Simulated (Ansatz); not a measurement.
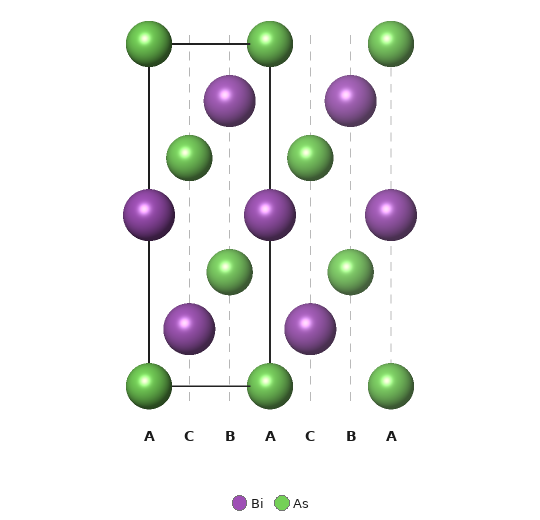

Projection along an edge of the hexagonal mesh, stacking direction [111] upwards. The dashed lines mark the three columns A (0, 0), B (1/3, 2/3) and C (2/3, 1/3). The box is the hexagonal cell of the face-centred cubic lattice. The sequence starts with the first layer at or above the cell's origin.

System BiAs (space group Fm-3m, No. 225); source of the atomic positions: the end point of a relaxation with DFT PBE, scalar-relativistic, plane waves, PAW (Ansatz); the starting structure was generated, so it need not be a known form of this composition.

Question: List the layers of one repeat.

Answer: As(A) – Bi(C) – As(B) – Bi(A) – As(C) – Bi(B) (six layers in 10.45 Å).

Question: How are the As layers alone stacked?

Answer: As layers alone: ABC, the cubic close-packed type.

Question: Which positions between or in the As layers do the other atoms fill?

Answer: Bi: three octahedral sites (per hexagonal cell).
